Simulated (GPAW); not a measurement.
Band structure of Ir (Fm-3m, 1 atom in the cell).

```yaml
crystal:
  lattice:
    - [0.00000, 1.95067, 1.95067]
    - [1.95067, 0.00000, 1.95067]
    - [1.95067, 1.95067, 0.00000]
  atoms:
    - { symbol: Ir, position: [0.00000, 0.00000, 0.00000] }
```

Method: PBE, GPAW PAW datasets PBE (gpaw-data 1.0.1) (plane waves; GPAW).

Settings: mode = pw; ecut = 550 eV; xc = PBE; kpts = 14 14 14; mesh shift (steps) = 0 0 0; occupations.name = methfessel-paxton; occupations.width = 0.136 eV; occupations.order = 0; nbands = -5; convergence.forces = 0.001 eV/Å; symmetry.symmorphic = false; symmetry.tolerance = 0.0005; maxiter = 150; bandpath_npoints = 40.

The starting cell comes from a database of computed structures (which also holds hypothetical and non-ambient phases and stackings), without a prior relaxation at this level. Its lattice was rescaled by a random factor within 2.5 % of one. Spin-orbit coupling is off. Spin polarisation is off.

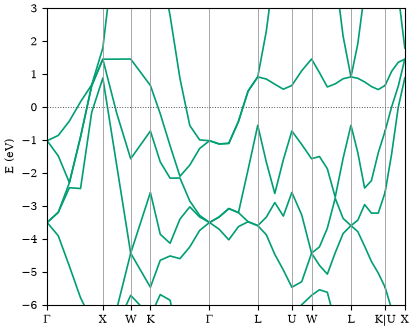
Figure: Bands along the path, energies from the Fermi level.

Levels in eV from the Fermi level, bands 4 to 11:
```json
[
 {"point": "Γ", "4": "-10.47", "5": "-3.51", "6": "-3.51", "7": "-3.51", "8": "-1.03", "9": "-1.03", "10": "14.16", "11": "19.51"},
 {"point": "X", "4": "-7.26", "5": "-6.71", "6": "0.88", "7": "1.45", "8": "1.45", "9": "1.79", "10": "10.03", "11": "11.46"},
 {"point": "W", "4": "-5.72", "5": "-4.44", "6": "-4.44", "7": "-1.57", "8": "1.45", "9": "7.90", "10": "8.80", "11": "8.80"},
 {"point": "K", "4": "-6.35", "5": "-5.47", "6": "-2.59", "7": "-0.73", "8": "0.65", "9": "6.19", "10": "7.44", "11": "11.03"},
 {"point": "L", "4": "-7.47", "5": "-3.60", "6": "-3.60", "7": "-0.56", "8": "0.91", "9": "0.91", "10": "6.93", "11": "13.72"},
 {"point": "U", "4": "-6.35", "5": "-5.47", "6": "-2.59", "7": "-0.73", "8": "0.65", "9": "6.19", "10": "7.44", "11": "11.03"}
]
```

Bands cross the Fermi level along this path, so the cell is metallic at this level.
